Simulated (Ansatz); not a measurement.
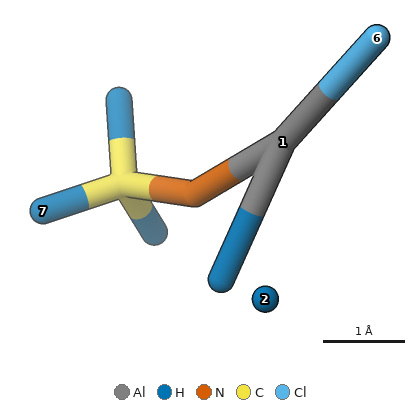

**Figure 1.** The input geometry (stick view, seen at a tilt; atoms are numbered from 1 in the order of the input). Sticks mark near contacts.

## Run report: CH5AlClN, molecular dynamics (part 1 of 4)

CH5AlClN, computed with UKS PBE/STO-3G (Ansatz 0.2.0).

It belongs to a series of runs on one base structure; here: dynamics from the start. Figures and captions count atoms from 1; the log counts them from 0 in places.

### Log
```
Engine: ansatz 0.2.0, aarch64-unknown-linux-gnu
Functional definition: PBE
  parameter kappa = 0.804
  parameter beta = 0.06672455060314922
  exchange = pbe_x(kappa = kappa, mu = beta*pi^2/3)
  correlation = pbe_c(beta = beta)
445 factors; integrals over basis functions are off by at most 1.3e-5 eV
mean field evaluation 1: about -21457.7519 eV, gradient 3.1e1 eV
mean field evaluation 2: about -21378.3175 eV, gradient 9.8e1 eV
mean field evaluation 4: about -21465.0607 eV, gradient 6.0e0 eV
mean field evaluation 8: about -21465.2784 eV, gradient 4.1e-1 eV
mean field evaluation 16: about -21465.2798 eV, gradient 5.5e-6 eV
mean field -21465.27975948 eV, -788.8344814716 hartree, gradient 5.5e-6 eV, S^2 0.000000; 0 other end points of the search recorded, 0 dependent functions left out
the calculation of the forces begins
reference -21465.27978249 eV, -788.8344823174 hartree; 24, 24 occupied and 9, 9 virtual orbitals, 445 factors
md step     0: t =     0.00 fs  T =  1000.0 K  F+E_penalty+E_count = -21465.27975948 eV  E_kin = 0.904820 eV  conserved = -21464.37493948 eV  (27 SCF iters)
these checks for a lower state are left out or cut short: starts, cluster_reference, orbital_swaps, neighbouring_geometries, increment
445 factors; integrals over basis functions are off by at most 1.5e-5 eV
mean field -21465.25123161 eV, -788.8334330917 hartree, gradient 6.9e-6 eV, S^2 0.000000; 0 other end points of the search recorded, 0 dependent functions left out
the calculation of the forces begins
reference -21465.25125466 eV, -788.8334339389 hartree; 24, 24 occupied and 9, 9 virtual orbitals, 445 factors
md step     1: t =     0.50 fs  T =   969.0 K  F+E_penalty+E_count = -21465.25123161 eV  E_kin = 0.876760 eV  conserved = -21464.37447210 eV  (28 SCF iters)
[... from here on the SCF iterations and repeated set-up lines of each step are left out, up to the last step ...]
md step     2: t =     1.00 fs  T =   936.4 K  F+E_penalty+E_count = -21465.22107236 eV  E_kin = 0.847294 eV  conserved = -21464.37377851 eV  (27 SCF iters)
md step     3: t =     1.50 fs  T =   913.3 K  F+E_penalty+E_count = -21465.19958108 eV  E_kin = 0.826415 eV  conserved = -21464.37316589 eV  (28 SCF iters)
md step     4: t =     2.00 fs  T =   909.9 K  F+E_penalty+E_count = -21465.19614159 eV  E_kin = 0.823335 eV  conserved = -21464.37280630 eV  (28 SCF iters)
md step     5: t =     2.50 fs  T =   932.9 K  F+E_penalty+E_count = -21465.21671831 eV  E_kin = 0.844099 eV  conserved = -21464.37261981 eV  (27 SCF iters)
md step     6: t =     3.00 fs  T =   986.4 K  F+E_penalty+E_count = -21465.26492042 eV  E_kin = 0.892522 eV  conserved = -21464.37239860 eV  (27 SCF iters)
md step     7: t =     3.50 fs  T =  1075.3 K  F+E_penalty+E_count = -21465.34498216 eV  E_kin = 0.972946 eV  conserved = -21464.37203634 eV  (26 SCF iters)
md step     8: t =     4.00 fs  T =  1206.6 K  F+E_penalty+E_count = -21465.46343570 eV  E_kin = 1.091771 eV  conserved = -21464.37166516 eV  (27 SCF iters)
md step     9: t =     4.50 fs  T =  1387.9 K  F+E_penalty+E_count = -21465.62744550 eV  E_kin = 1.255809 eV  conserved = -21464.37163683 eV  (27 SCF iters)
md step    10: t =     5.00 fs  T =  1622.0 K  F+E_penalty+E_count = -21465.84002267 eV  E_kin = 1.467651 eV  conserved = -21464.37237141 eV  (26 SCF iters)
md step    11: t =     5.50 fs  T =  1901.4 K  F+E_penalty+E_count = -21466.09447132 eV  E_kin = 1.720452 eV  conserved = -21464.37401915 eV  (26 SCF iters)
md step    12: t =     6.00 fs  T =  2207.1 K  F+E_penalty+E_count = -21466.37301896 eV  E_kin = 1.997071 eV  conserved = -21464.37594793 eV  (26 SCF iters)
md step    13: t =     6.50 fs  T =  2519.3 K  F+E_penalty+E_count = -21466.65616636 eV  E_kin = 2.279481 eV  conserved = -21464.37668533 eV  (25 SCF iters)
md step    14: t =     7.00 fs  T =  2835.6 K  F+E_penalty+E_count = -21466.94137100 eV  E_kin = 2.565709 eV  conserved = -21464.37566194 eV  (26 SCF iters)
md step    15: t =     7.50 fs  T =  3172.2 K  F+E_penalty+E_count = -21467.24606692 eV  E_kin = 2.870287 eV  conserved = -21464.37578011 eV  (25 SCF iters)
md step    16: t =     8.00 fs  T =  3521.0 K  F+E_penalty+E_count = -21467.56656581 eV  E_kin = 3.185837 eV  conserved = -21464.38072831 eV  (26 SCF iters)
md step    17: t =     8.50 fs  T =  3808.2 K  F+E_penalty+E_count = -21467.83380583 eV  E_kin = 3.445749 eV  conserved = -21464.38805721 eV  (26 SCF iters)
md step    18: t =     9.00 fs  T =  3932.2 K  F+E_penalty+E_count = -21467.94905445 eV  E_kin = 3.557914 eV  conserved = -21464.39114024 eV  (25 SCF iters)
md step    19: t =     9.50 fs  T =  3850.4 K  F+E_penalty+E_count = -21467.87152075 eV  E_kin = 3.483890 eV  conserved = -21464.38763048 eV  (26 SCF iters)
md step    20: t =    10.00 fs  T =  3614.3 K  F+E_penalty+E_count = -21467.65123937 eV  E_kin = 3.270271 eV  conserved = -21464.38096863 eV  (25 SCF iters)
md step    21: t =    10.50 fs  T =  3323.6 K  F+E_penalty+E_count = -21467.38322774 eV  E_kin = 3.007267 eV  conserved = -21464.37596069 eV  (26 SCF iters)
md step    22: t =    11.00 fs  T =  3057.0 K  F+E_penalty+E_count = -21467.14071348 eV  E_kin = 2.765998 eV  conserved = -21464.37471527 eV  (26 SCF iters)
md step    23: t =    11.50 fs  T =  2838.2 K  F+E_penalty+E_count = -21466.94403914 eV  E_kin = 2.568038 eV  conserved = -21464.37600123 eV  (26 SCF iters)
md step    24: t =    12.00 fs  T =  2650.4 K  F+E_penalty+E_count = -21466.77564225 eV  E_kin = 2.398157 eV  conserved = -21464.37748479 eV  (26 SCF iters)
md step    25: t =    12.50 fs  T =  2469.6 K  F+E_penalty+E_count = -21466.61233800 eV  E_kin = 2.234516 eV  conserved = -21464.37782217 eV  (26 SCF iters)
md step    26: t =    13.00 fs  T =  2286.6 K  F+E_penalty+E_count = -21466.44591269 eV  E_kin = 2.068961 eV  conserved = -21464.37695154 eV  (26 SCF iters)
md step    27: t =    13.50 fs  T =  2111.0 K  F+E_penalty+E_count = -21466.28559270 eV  E_kin = 1.910092 eV  conserved = -21464.37550050 eV  (27 SCF iters)
md step    28: t =    14.00 fs  T =  1962.4 K  F+E_penalty+E_count = -21466.14984772 eV  E_kin = 1.775603 eV  conserved = -21464.37424444 eV  (26 SCF iters)
md step    29: t =    14.50 fs  T =  1858.1 K  F+E_penalty+E_count = -21466.05517417 eV  E_kin = 1.681240 eV  conserved = -21464.37393424 eV  (26 SCF iters)
md step    30: t =    15.00 fs  T =  1801.3 K  F+E_penalty+E_count = -21466.00506204 eV  E_kin = 1.629821 eV  conserved = -21464.37524100 eV  (26 SCF iters)
md step    31: t =    15.50 fs  T =  1770.8 K  F+E_penalty+E_count = -21465.98078517 eV  E_kin = 1.602284 eV  conserved = -21464.37850154 eV  (26 SCF iters)
md step    32: t =    16.00 fs  T =  1719.7 K  F+E_penalty+E_count = -21465.93882086 eV  E_kin = 1.555985 eV  conserved = -21464.38283566 eV  (27 SCF iters)
md step    33: t =    16.50 fs  T =  1596.0 K  F+E_penalty+E_count = -21465.82862538 eV  E_kin = 1.444052 eV  conserved = -21464.38457332 eV  (27 SCF iters)
md step    34: t =    17.00 fs  T =  1406.7 K  F+E_penalty+E_count = -21465.65048621 eV  E_kin = 1.272814 eV  conserved = -21464.37767179 eV  (26 SCF iters)
md step    35: t =    17.50 fs  T =  1293.5 K  F+E_penalty+E_count = -21465.53353202 eV  E_kin = 1.170364 eV  conserved = -21464.36316778 eV  (26 SCF iters)
md step    36: t =    18.00 fs  T =  1476.8 K  F+E_penalty+E_count = -21465.69499439 eV  E_kin = 1.336257 eV  conserved = -21464.35873778 eV  (26 SCF iters)
md step    37: t =    18.50 fs  T =  2010.6 K  F+E_penalty+E_count = -21466.19298187 eV  E_kin = 1.819231 eV  conserved = -21464.37375043 eV  (26 SCF iters)
md step    38: t =    19.00 fs  T =  2675.2 K  F+E_penalty+E_count = -21466.81063054 eV  E_kin = 2.420564 eV  conserved = -21464.39006669 eV  (26 SCF iters)
md step    39: t =    19.50 fs  T =  3203.8 K  F+E_penalty+E_count = -21467.29323827 eV  E_kin = 2.898824 eV  conserved = -21464.39441419 eV  (26 SCF iters)
md step    40: t =    20.00 fs  T =  3488.1 K  F+E_penalty+E_count = -21467.54663923 eV  E_kin = 3.156122 eV  conserved = -21464.39051709 eV  (24 SCF iters)
md step    41: t =    20.50 fs  T =  3560.1 K  F+E_penalty+E_count = -21467.60624847 eV  E_kin = 3.221291 eV  conserved = -21464.38495723 eV  (26 SCF iters)
md step    42: t =    21.00 fs  T =  3496.4 K  F+E_penalty+E_count = -21467.54445650 eV  E_kin = 3.163625 eV  conserved = -21464.38083104 eV  (26 SCF iters)
md step    43: t =    21.50 fs  T =  3361.5 K  F+E_penalty+E_count = -21467.42013943 eV  E_kin = 3.041526 eV  conserved = -21464.37861370 eV  (26 SCF iters)
md step    44: t =    22.00 fs  T =  3193.9 K  F+E_penalty+E_count = -21467.26754463 eV  E_kin = 2.889886 eV  conserved = -21464.37765821 eV  (26 SCF iters)
md step    45: t =    22.50 fs  T =  3013.7 K  F+E_penalty+E_count = -21467.10379570 eV  E_kin = 2.726890 eV  conserved = -21464.37690528 eV  (27 SCF iters)
md step    46: t =    23.00 fs  T =  2838.1 K  F+E_penalty+E_count = -21466.94332643 eV  E_kin = 2.567955 eV  conserved = -21464.37537185 eV  (27 SCF iters)
md step    47: t =    23.50 fs  T =  2694.9 K  F+E_penalty+E_count = -21466.81123408 eV  E_kin = 2.438433 eV  conserved = -21464.37280067 eV  (28 SCF iters)
md step    48: t =    24.00 fs  T =  2625.8 K  F+E_penalty+E_count = -21466.74605630 eV  E_kin = 2.375878 eV  conserved = -21464.37017846 eV  (27 SCF iters)
md step    49: t =    24.50 fs  T =  2670.0 K  F+E_penalty+E_count = -21466.78525763 eV  E_kin = 2.415879 eV  conserved = -21464.36937847 eV  (27 SCF iters)
md step    50: t =    25.00 fs  T =  2837.2 K  F+E_penalty+E_count = -21466.93900893 eV  E_kin = 2.567130 eV  conserved = -21464.37187935 eV  (26 SCF iters)
md step    51: t =    25.50 fs  T =  3085.7 K  F+E_penalty+E_count = -21467.16982095 eV  E_kin = 2.792015 eV  conserved = -21464.37780639 eV  (26 SCF iters)
md step    52: t =    26.00 fs  T =  3321.3 K  F+E_penalty+E_count = -21467.39133762 eV  E_kin = 3.005170 eV  conserved = -21464.38616722 eV  (26 SCF iters)
md step    53: t =    26.50 fs  T =  3415.9 K  F+E_penalty+E_count = -21467.48549974 eV  E_kin = 3.090741 eV  conserved = -21464.39475867 eV  (26 SCF iters)
md step    54: t =    27.00 fs  T =  3254.4 K  F+E_penalty+E_count = -21467.34262394 eV  E_kin = 2.944661 eV  conserved = -21464.39796341 eV  (26 SCF iters)
md step    55: t =    27.50 fs  T =  2835.0 K  F+E_penalty+E_count = -21466.95177588 eV  E_kin = 2.565146 eV  conserved = -21464.38662986 eV  (26 SCF iters)
md step    56: t =    28.00 fs  T =  2381.0 K  F+E_penalty+E_count = -21466.51810996 eV  E_kin = 2.154348 eV  conserved = -21464.36376167 eV  (26 SCF iters)
md step    57: t =    28.50 fs  T =  2233.4 K  F+E_penalty+E_count = -21466.37906181 eV  E_kin = 2.020854 eV  conserved = -21464.35820793 eV  (27 SCF iters)
md step    58: t =    29.00 fs  T =  2468.0 K  F+E_penalty+E_count = -21466.61104658 eV  E_kin = 2.233057 eV  conserved = -21464.37798951 eV  (26 SCF iters)
md step    59: t =    29.50 fs  T =  2802.0 K  F+E_penalty+E_count = -21466.92908256 eV  E_kin = 2.535275 eV  conserved = -21464.39380796 eV  (26 SCF iters)
md step    60: t =    30.00 fs  T =  2955.9 K  F+E_penalty+E_count = -21467.06857484 eV  E_kin = 2.674585 eV  conserved = -21464.39398951 eV  (28 SCF iters)
md step    61: t =    30.50 fs  T =  2869.1 K  F+E_penalty+E_count = -21466.98295658 eV  E_kin = 2.596030 eV  conserved = -21464.38692677 eV  (27 SCF iters)
md step    62: t =    31.00 fs  T =  2620.2 K  F+E_penalty+E_count = -21466.75073573 eV  E_kin = 2.370840 eV  conserved = -21464.37989558 eV  (28 SCF iters)
md step    63: t =    31.50 fs  T =  2311.2 K  F+E_penalty+E_count = -21466.46635298 eV  E_kin = 2.091240 eV  conserved = -21464.37511295 eV  (28 SCF iters)
md step    64: t =    32.00 fs  T =  2018.6 K  F+E_penalty+E_count = -21466.19884858 eV  E_kin = 1.826437 eV  conserved = -21464.37241178 eV  (29 SCF iters)
md step    65: t =    32.50 fs  T =  1788.3 K  F+E_penalty+E_count = -21465.98913893 eV  E_kin = 1.618057 eV  conserved = -21464.37108210 eV  (29 SCF iters)
md step    66: t =    33.00 fs  T =  1644.3 K  F+E_penalty+E_count = -21465.85829127 eV  E_kin = 1.487781 eV  conserved = -21464.37050997 eV  (30 SCF iters)
md step    67: t =    33.50 fs  T =  1597.6 K  F+E_penalty+E_count = -21465.81583406 eV  E_kin = 1.445514 eV  conserved = -21464.37031970 eV  (30 SCF iters)
md step    68: t =    34.00 fs  T =  1652.0 K  F+E_penalty+E_count = -21465.86513841 eV  E_kin = 1.494746 eV  conserved = -21464.37039227 eV  (28 SCF iters)
md step    69: t =    34.50 fs  T =  1806.3 K  F+E_penalty+E_count = -21466.00526178 eV  E_kin = 1.634406 eV  conserved = -21464.37085546 eV  (28 SCF iters)
md step    70: t =    35.00 fs  T =  2052.5 K  F+E_penalty+E_count = -21466.22919224 eV  E_kin = 1.857112 eV  conserved = -21464.37208032 eV  (28 SCF iters)
md step    71: t =    35.50 fs  T =  2369.5 K  F+E_penalty+E_count = -21466.51859906 eV  E_kin = 2.143938 eV  conserved = -21464.37466068 eV  (28 SCF iters)
md step    72: t =    36.00 fs  T =  2714.7 K  F+E_penalty+E_count = -21466.83559918 eV  E_kin = 2.456290 eV  conserved = -21464.37930921 eV  (27 SCF iters)
md step    73: t =    36.50 fs  T =  3014.2 K  F+E_penalty+E_count = -21467.11368767 eV  E_kin = 2.727268 eV  conserved = -21464.38641921 eV  (28 SCF iters)
md step    74: t =    37.00 fs  T =  3161.8 K  F+E_penalty+E_count = -21467.25558444 eV  E_kin = 2.860874 eV  conserved = -21464.39470998 eV  (28 SCF iters)
md step    75: t =    37.50 fs  T =  3050.0 K  F+E_penalty+E_count = -21467.15855196 eV  E_kin = 2.759700 eV  conserved = -21464.39885213 eV  (28 SCF iters)
md step    76: t =    38.00 fs  T =  2662.0 K  F+E_penalty+E_count = -21466.79814239 eV  E_kin = 2.408626 eV  conserved = -21464.38951633 eV  (26 SCF iters)
md step    77: t =    38.50 fs  T =  2193.9 K  F+E_penalty+E_count = -21466.35150448 eV  E_kin = 1.985125 eV  conserved = -21464.36637962 eV  (25 SCF iters)
md step    78: t =    39.00 fs  T =  2003.9 K  F+E_penalty+E_count = -21466.16708061 eV  E_kin = 1.813197 eV  conserved = -21464.35388379 eV  (26 SCF iters)
md step    79: t =    39.50 fs  T =  2272.5 K  F+E_penalty+E_count = -21466.42383893 eV  E_kin = 2.056241 eV  conserved = -21464.36759759 eV  (26 SCF iters)
md step    80: t =    40.00 fs  T =  2811.6 K  F+E_penalty+E_count = -21466.93010932 eV  E_kin = 2.544032 eV  conserved = -21464.38607773 eV  (25 SCF iters)
md step    81: t =    40.50 fs  T =  3317.8 K  F+E_penalty+E_count = -21467.39517287 eV  E_kin = 3.001991 eV  conserved = -21464.39318142 eV  (26 SCF iters)
md step    82: t =    41.00 fs  T =  3628.8 K  F+E_penalty+E_count = -21467.67520409 eV  E_kin = 3.283449 eV  conserved = -21464.39175547 eV  (27 SCF iters)
md step    83: t =    41.50 fs  T =  3729.1 K  F+E_penalty+E_count = -21467.76163312 eV  E_kin = 3.374201 eV  conserved = -21464.38743215 eV  (27 SCF iters)
md step    84: t =    42.00 fs  T =  3668.4 K  F+E_penalty+E_count = -21467.70225088 eV  E_kin = 3.319252 eV  conserved = -21464.38299862 eV  (27 SCF iters)
md step    85: t =    42.50 fs  T =  3509.5 K  F+E_penalty+E_count = -21467.55485165 eV  E_kin = 3.175454 eV  conserved = -21464.37939748 eV  (26 SCF iters)
md step    86: t =    43.00 fs  T =  3307.4 K  F+E_penalty+E_count = -21467.36938887 eV  E_kin = 2.992638 eV  conserved = -21464.37675053 eV  (28 SCF iters)
md step    87: t =    43.50 fs  T =  3104.5 K  F+E_penalty+E_count = -21467.18390075 eV  E_kin = 2.809033 eV  conserved = -21464.37486763 eV  (28 SCF iters)
md step    88: t =    44.00 fs  T =  2931.6 K  F+E_penalty+E_count = -21467.02610434 eV  E_kin = 2.652587 eV  conserved = -21464.37351713 eV  (27 SCF iters)
md step    89: t =    44.50 fs  T =  2811.1 K  F+E_penalty+E_count = -21466.91614132 eV  E_kin = 2.543540 eV  conserved = -21464.37260142 eV  (27 SCF iters)
md step    90: t =    45.00 fs  T =  2758.0 K  F+E_penalty+E_count = -21466.86770163 eV  E_kin = 2.495474 eV  conserved = -21464.37222775 eV  (28 SCF iters)
md step    91: t =    45.50 fs  T =  2778.0 K  F+E_penalty+E_count = -21466.88627461 eV  E_kin = 2.513555 eV  conserved = -21464.37271925 eV  (28 SCF iters)
md step    92: t =    46.00 fs  T =  2862.3 K  F+E_penalty+E_count = -21466.96439597 eV  E_kin = 2.589827 eV  conserved = -21464.37456874 eV  (28 SCF iters)
md step    93: t =    46.50 fs  T =  2980.3 K  F+E_penalty+E_count = -21467.07488615 eV  E_kin = 2.696662 eV  conserved = -21464.37822425 eV  (27 SCF iters)
md step    94: t =    47.00 fs  T =  3075.1 K  F+E_penalty+E_count = -21467.16583818 eV  E_kin = 2.782399 eV  conserved = -21464.38343965 eV  (27 SCF iters)
md step    95: t =    47.50 fs  T =  3072.1 K  F+E_penalty+E_count = -21467.16765531 eV  E_kin = 2.779711 eV  conserved = -21464.38794471 eV  (27 SCF iters)
md step    96: t =    48.00 fs  T =  2922.3 K  F+E_penalty+E_count = -21467.03071151 eV  E_kin = 2.644198 eV  conserved = -21464.38651341 eV  (27 SCF iters)
md step    97: t =    48.50 fs  T =  2679.6 K  F+E_penalty+E_count = -21466.79982856 eV  E_kin = 2.424513 eV  conserved = -21464.37531527 eV  (26 SCF iters)
md step    98: t =    49.00 fs  T =  2530.4 K  F+E_penalty+E_count = -21466.65282831 eV  E_kin = 2.289594 eV  conserved = -21464.36323404 eV  (26 SCF iters)
md step    99: t =    49.50 fs  T =  2648.9 K  F+E_penalty+E_count = -21466.76305851 eV  E_kin = 2.396779 eV  conserved = -21464.36627971 eV  (26 SCF iters)
md step   100: t =    50.00 fs  T =  2993.6 K  F+E_penalty+E_count = -21467.08887139 eV  E_kin = 2.708687 eV  conserved = -21464.38018404 eV  (26 SCF iters)
md step   101: t =    50.50 fs  T =  3356.7 K  F+E_penalty+E_count = -21467.42624187 eV  E_kin = 3.037220 eV  conserved = -21464.38902190 eV  (25 SCF iters)
md step   102: t =    51.00 fs  T =  3576.3 K  F+E_penalty+E_count = -21467.62546941 eV  E_kin = 3.235868 eV  conserved = -21464.38960103 eV  (25 SCF iters)
```
